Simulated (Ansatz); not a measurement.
## Abstraction of H: Si3H8O + GeH2I → Si3H7O + GeH3I

Species: Si3H8O `[SiH3]O[SiH2][SiH3]`, singlet; GeH2I `[GeH2][I]`, doublet; Si3H7O `[SiH3]O[SiH][SiH3]`, doublet; GeH3I `[GeH3][I]`, singlet. A radical takes H: the energy is the difference in strength between the Si–H bond broken and the Ge–H bond made.

Shapes, held fixed at every level: PBE0-D4/def2-TZVP. Flexible molecules stand in one conformer, not always the lowest. Programs: Ansatz 0.2.0. Electronic energies: no zero-point or thermal term.

```csv
level,kind,ΔE (kJ/mol),less CCSD(T)/def2-TZVPP
MP2/def2-TZVPP,perturbation theory,+25.8,-0.6
HF/def2-SVP,Hartree–Fock,+30.3,+3.9
HF/def2-TZVPP,Hartree–Fock,+31.1,+4.7
PBE-D4/def2-TZVPP,GGA,+25.4,-1.0
wB97M-V/def2-TZVPP,range-separated hybrid,+35.8,+9.4
B2PLYP/def2-TZVPP,double hybrid,+29.9,+3.5
CCSD/def2-TZVPP,coupled cluster or CI,+26.9,+0.5
CCSD(T)/def2-TZVPP,coupled cluster or CI,+26.4,0.0
```

The highest level, CCSD(T)/def2-TZVPP, gives ΔE = +26.4 kJ/mol; the levels span +25.4 to +35.8. The column of differences is taken from that level and isn't an error. No measured value is set beside it here. Open shells run unrestricted. For atoms past krypton def2 sets carry core potentials with scalar relativity. Relativity is left out for Ge. Outer-core shells of Ge, I are correlated in most correlated rows, in sets that cover them unevenly.

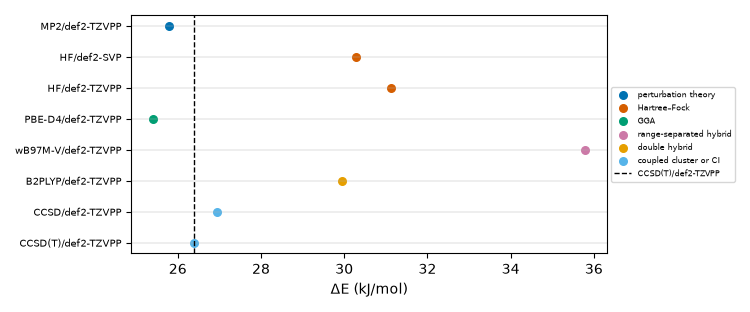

The values of the table, level by level.
